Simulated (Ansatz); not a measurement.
# Calculations on AlHCl$_{3}$F

**1. Relaxation**

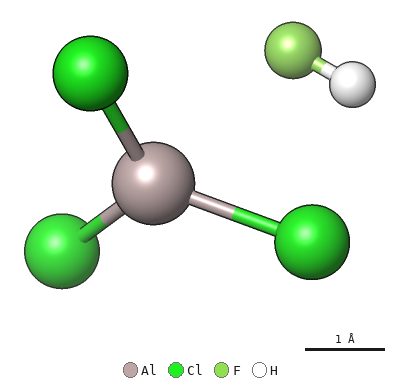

This is the input geometry for a relaxation of AlHCl$_{3}$F. A ball-and-stick model, seen from a free direction.

The run prepares an end point of a later path (reaction) calculation, from a guessed geometry.

Method: RKS r2SCANh/6-31G* (Ansatz 0.2.0).

Input file:
```yaml
crystal:
  periodic: [false, false, false]
  atoms:
    - { symbol: Al, position_ang: [-0.015876, 0.260766, -0.049097] }
    - { symbol: Cl, position_ang: [-0.022911, 0.401588, 2.135795] }
    - { symbol: Cl, position_ang: [1.787971, 0.303451, -1.067066] }
    - { symbol: Cl, position_ang: [-1.813976, 0.31385, -1.081952] }
    - { symbol: F, position_ang: [0.083167, -2.428416, 0.958522] }
    - { symbol: H, position_ang: [0.126925, -2.14744, 1.844597] }
basis:
  gaussian: { orbitals: "6-31G*" }
hamiltonian:
  xc: r2scanh
relax:
  f_tol: 0.03
  max_steps: 50
output:
  orbitals: {}
```

Run as
```bash
ansatz run input.yaml --threads 2 --pin off --max-ram 3072MiB --backend cpu --events-out ev --progress --plain --runs-dir out
```

What does the optimiser find from here?

Answer. After 8 geometry steps the energy has fallen by 61.0 kJ/mol. The largest force component goes from 1.3 to 0.015 eV/Å. The atom that moves furthest after the best rigid fit is F5 (0.55 Å). By element the largest moves are F 0.55 Å, Al 0.38 Å, H 0.35 Å, Cl 0.30 Å. Among the contacts that change: Al1–F5 2.873 → 1.973 Å, Al1–H6 3.067 → 2.352 Å, Al1–Cl2 2.189 → 2.130 Å, F5–H6 0.931 → 0.957 Å. New bonds form, among them: Al1–F5 (2.87 → 1.97 Å). Bond angles that change, for instance: Cl2–Al1–Cl4 119.5° → 117.1°, Cl2–Al1–Cl3 119.5° → 117.1°.

Final geometry:

```xyz
6

Al    0.0126   -0.0795    0.1186
Cl    0.0104    0.4428    2.1832
Cl    1.8101    0.1502   -0.9176
Cl   -1.8025    0.0690   -0.9019
F     0.0567   -1.9781    0.6526
H     0.0580   -1.9006    1.6059
```

After the run, drawn alike:

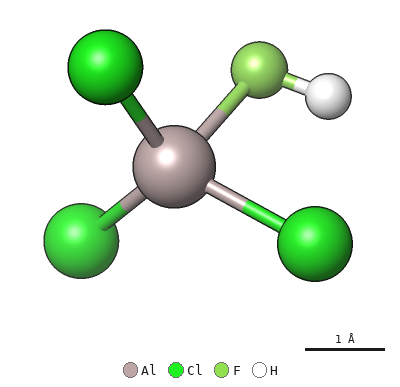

Limits of the set-up: the start holds two separate molecules, 2.6 Å apart at their closest, whose relative position is a soft coordinate and is computed without a dispersion correction.

**2. Relaxation**

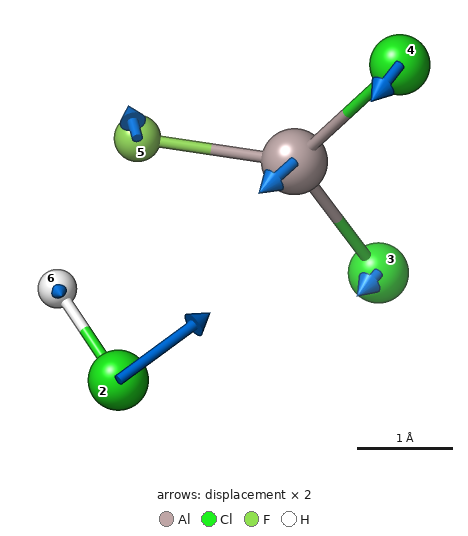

A relaxation of AlHCl3F. The starting structure is drawn; blue arrows show the displacements, magnified 2 times. The two geometries are superimposed by the best rigid fit.

A ball-and-stick model, seen from a free direction.

The run prepares an end point of a later path (reaction) calculation, from a guessed geometry.

The calculation used Ansatz 0.2.0, RKS r2SCANh/6-31G*.

Input file:
```yaml
crystal:
  periodic: [false, false, false]
  atoms:
    - { symbol: Al, position_ang: [0.003295, -0.534903, -0.541743] }
    - { symbol: Cl, position_ang: [0.059455, -0.036871, 2.844977] }
    - { symbol: Cl, position_ang: [1.816538, 0.274222, -1.124366] }
    - { symbol: Cl, position_ang: [-1.806285, 0.224131, -1.199126] }
    - { symbol: F, position_ang: [0.004596, -1.934496, 0.371431] }
    - { symbol: H, position_ang: [0.067702, -1.288282, 2.389628] }
basis:
  gaussian: { orbitals: "6-31G*" }
hamiltonian:
  xc: r2scanh
relax:
  f_tol: 0.03
  max_steps: 50
output:
  orbitals: {}
```

Launched with:
```bash
ansatz run input.yaml --threads 2 --pin off --max-ram 3072MiB --backend cpu --events-out ev --progress --plain --runs-dir out
```

Q: Which element moves most?

A: Chlorine: up to 0.65 Å, against 0.28 Å for aluminium.

Q: Describe the change and its energy.

A: The atom that moves furthest after the best rigid fit is Cl2 (0.65 Å). Largest moves by element: Cl 0.65 Å, Al 0.28 Å, F 0.24 Å, H 0.08 Å. Among the contacts that change: Al1–Cl2 3.424 → 2.528 Å, Cl2–H6 1.332 → 1.291 Å, Al1–Cl3 2.069 → 2.089 Å, Al1–F5 1.671 → 1.656 Å. New bonds form, among them: Al1–Cl2 (3.42 → 2.53 Å). Bond angles that change, for instance: Cl3–Al1–Cl4 122.2° → 119.3°. Over 7 geometry steps the energy falls by 6.33 kcal/mol. Largest force component: 1.1 eV/Å at the start, 0.021 eV/Å at the end. The run took 20 s on 2 threads of Intel(R) Xeon(R) 6975P-C (Granite Rapids), with other jobs on the host, peak memory 0.25 GiB.

**3. Path**

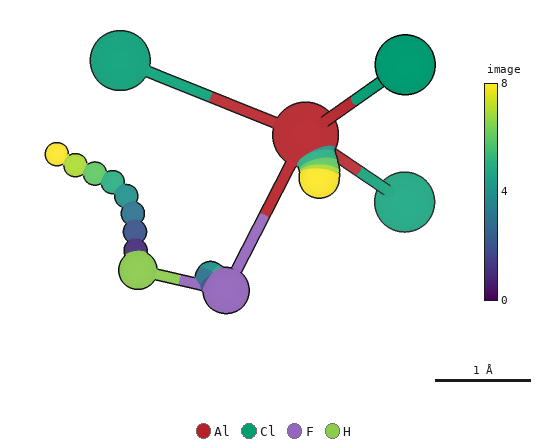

NEB run on AlHCl3F. Images are numbered from 0 (start) to 8 (end). The start is drawn whole; smaller spheres mark the moving atoms (Al, F, H) in the later images, joined by lines and coloured by the number of the image. A ball-and-stick model, seen from a free direction.

All numbers below come from RKS r2SCANh/6-31G* (Ansatz 0.2.0).

Input
```yaml
crystal:
  periodic: [false, false, false]
  atoms:
    - { symbol: Al, position_ang: [0.013261, -0.079316, 0.118855] }
    - { symbol: Cl, position_ang: [0.009411, 0.441851, 2.183714] }
    - { symbol: Cl, position_ang: [1.811865, 0.149781, -0.915553] }
    - { symbol: Cl, position_ang: [-1.800878, 0.070959, -0.903251] }
    - { symbol: F, position_ang: [0.055577, -1.978182, 0.651812] }
    - { symbol: H, position_ang: [0.056065, -1.901294, 1.605222] }
basis:
  gaussian: { orbitals: "6-31G*" }
hamiltonian:
  xc: r2scanh
neb:
  order_check: false
  images: 7
  f_tol: 0.05
  max_iterations: 60
  final_atoms:
    - { symbol: Al, position_ang: [0.01970704, -0.52102478, -0.26128192] }
    - { symbol: Cl, position_ang: [0.01730461, -0.01164532, 2.21458649] }
    - { symbol: Cl, position_ang: [1.80261502, 0.35838033, -0.9017911] }
    - { symbol: Cl, position_ang: [-1.80129321, 0.28423281, -0.89190914] }
    - { symbol: F, position_ang: [0.0568134, -2.11822898, 0.17628087] }
    - { symbol: H, position_ang: [0.05015413, -1.28791506, 2.40491379] }
  initial_path:
    images:
      - { positions_ang: [[0.013261, -0.079316, 0.118855], [0.009411, 0.441851, 2.183714], [1.811865, 0.149781, -0.915553], [-1.800878, 0.070959, -0.903251], [0.055577, -1.978182, 0.651812], [0.056065, -1.901294, 1.605222]] }
      - { positions_ang: [[0.00927069, -0.05786563, 0.0911583], [0.00658934, 0.32360183, 2.2847339], [1.84092936, 0.12027002, -0.96348958], [-1.8342174, 0.05665928, -0.95401999], [0.06405087, -1.95580117, 0.64084913], [0.05867814, -1.78306532, 1.64156724]] }
      - { positions_ang: [[0.00528039, -0.03641525, 0.0634616], [0.00376769, 0.20535265, 2.3857538], [1.86999371, 0.09075903, -1.01142616], [-1.86755681, 0.04235955, -1.00478898], [0.07252473, -1.93342034, 0.62988626], [0.06129129, -1.66483664, 1.67791249]] }
      - { positions_ang: [[0.00129008, -0.01496488, 0.03576489], [0.00094603, 0.08710348, 2.4867737], [1.89905807, 0.06124805, -1.05936274], [-1.90089621, 0.02805983, -1.05555797], [0.0809986, -1.91103951, 0.61892339], [0.06390443, -1.54660796, 1.71425773]] }
      - { positions_ang: [[-0.00270022, 0.00648549, 0.00806819], [-0.00187562, -0.03114569, 2.58779361], [1.92812243, 0.03173706, -1.10729932], [-1.93423561, 0.0137601, -1.10632696], [0.08947246, -1.88865868, 0.60796051], [0.06651757, -1.42837927, 1.75060297]] }
      - { positions_ang: [[0.00290159, -0.12539208, -0.05926934], [0.00291944, -0.0262706, 2.49449183], [1.89674558, 0.11339788, -1.05592226], [-1.90100001, 0.08137828, -1.05272251], [0.0813077, -1.94605126, 0.5000406], [0.06242671, -1.39326322, 1.91418068]] }
      - { positions_ang: [[0.00850341, -0.25726964, -0.12660686], [0.00771449, -0.02139551, 2.40119005], [1.86536872, 0.1950587, -1.00454521], [-1.86776441, 0.14899645, -0.99911805], [0.07314293, -2.00344383, 0.39212069], [0.05833585, -1.35814717, 2.07775838]] }
      - { positions_ang: [[0.01410522, -0.38914721, -0.19394439], [0.01250955, -0.01652042, 2.30788827], [1.83399187, 0.27671951, -0.95316815], [-1.83452881, 0.21661463, -0.94551359], [0.06497817, -2.0608364, 0.28420078], [0.05424499, -1.32303111, 2.24133609]] }
      - { positions_ang: [[0.01970704, -0.52102478, -0.26128192], [0.01730461, -0.01164532, 2.21458649], [1.80261502, 0.35838033, -0.9017911], [-1.80129321, 0.28423281, -0.89190914], [0.0568134, -2.11822898, 0.17628087], [0.05015413, -1.28791506, 2.40491379]] }
```

Run as
```bash
ansatz run input.yaml --threads 2 --pin off --max-ram 3072MiB --backend cpu --events-out ev --progress --plain --runs-dir out
```

Q: Describe the path and its energy.

A: A hydrogen atom shifts from one atom to another. Breaking: F–H (0.96 → 2.38 Å). Forming: Cl–H (2.41 → 1.29 Å). The highest point, image 4, lies 24.9 kJ/mol above the start and 17.7 kJ/mol above the end; the end is at +7.2 kJ/mol relative to the start. The band is converged. At the top, the vibrational analysis gives one imaginary mode (577i cm⁻¹), as a transition state must have.

Cost: 2 min on 2 threads of Intel(R) Xeon(R) 6975P-C (Granite Rapids), on a shared host, peak memory 0.24 GiB.
